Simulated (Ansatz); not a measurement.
```
CELL_PARAMETERS angstrom
-2.30910 -3.99948 0.00000
3.46365 -1.99974 0.00000
0.00000 0.00000 7.22540
ATOMIC_POSITIONS crystal
Be 0.55419 0.12586 0.17683
Be 0.49514 0.69575 0.34202
Be 0.49513 0.30445 0.65708
Be 0.55470 0.87605 0.82232
Be 0.18604 0.91398 0.14354
Be 0.24688 0.18839 0.39084
Be 0.24692 0.81186 0.60877
Be 0.18596 0.08622 0.85616
Be 0.95679 0.33063 0.17592
Be 0.98690 0.70467 0.36352
Be 0.98667 0.29552 0.63609
Be 0.95628 0.67033 0.82335
Be 0.78923 0.76415 0.07781
Be 0.73706 0.22172 0.41793
Be 0.73671 0.77797 0.58132
Be 0.78939 0.23710 0.92172
Na 0.35589 0.50074 0.99909
```

Computed without spin polarisation.

These are results of DFT PBEsol, scalar-relativistic, plane waves, PAW (Ansatz), not measurements.

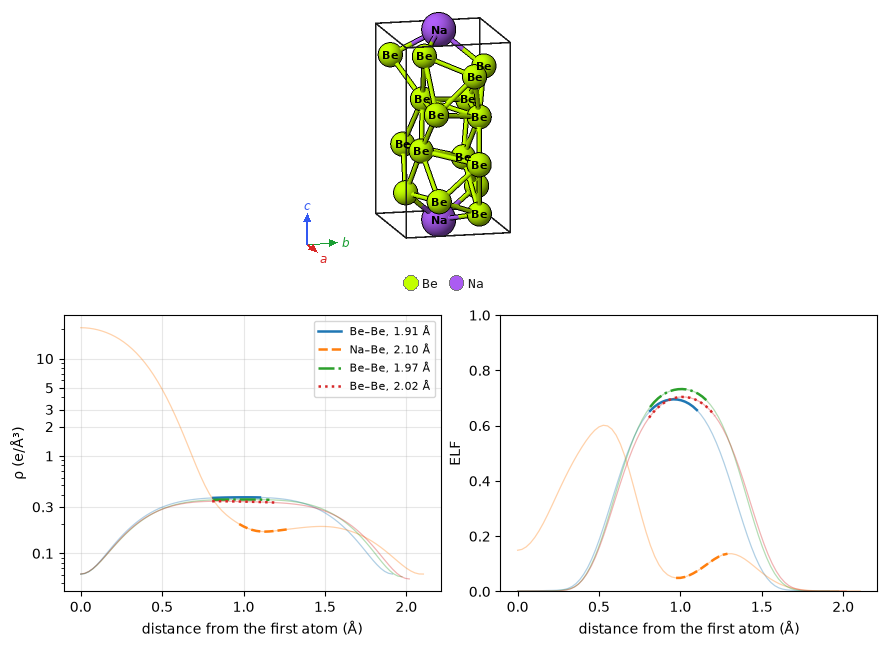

NaBe$_{16}$ (cell with a defect). Valence electron density and electron localisation function along straight lines between neighbouring atoms. Thin, pale parts lie inside the atomic spheres. The structure is drawn too.

Core electrons are frozen (PAW), and the valence fields are smoothed inside the atomic spheres.

Compare the contacts.

Be–Be (1.91 Å): ρ at the midpoint is about 0.38 e/Å³; the ELF peaks at about 0.70 between the atoms.
Na–Be (2.10 Å): ρ at the midpoint is about 0.17 e/Å³; the ELF is about 0.05 at the midpoint; no localised pair shows between them.
Be–Be (1.97 Å): ρ is about 0.36 e/Å³ halfway; the ELF peaks at about 0.75 between the atoms.
Be–Be (2.02 Å): ρ is about 0.34 e/Å³ halfway; the ELF peaks at about 0.70 between the atoms.
